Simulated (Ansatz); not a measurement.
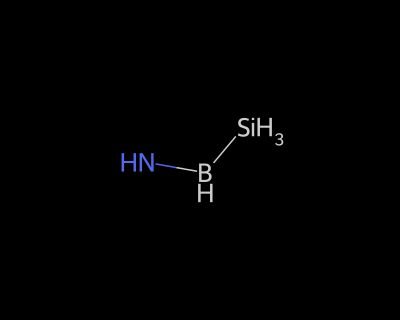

(Drawn from a calculation with Ansatz.)

2D structure. State: neutral, doublet.

Write the SMILES.

[NH]B[SiH3]

What is the molecular formula?

BH5NSi.

An optimisation with PBE0-D4/def2-TZVP gave a structure of which point group?

Cs.
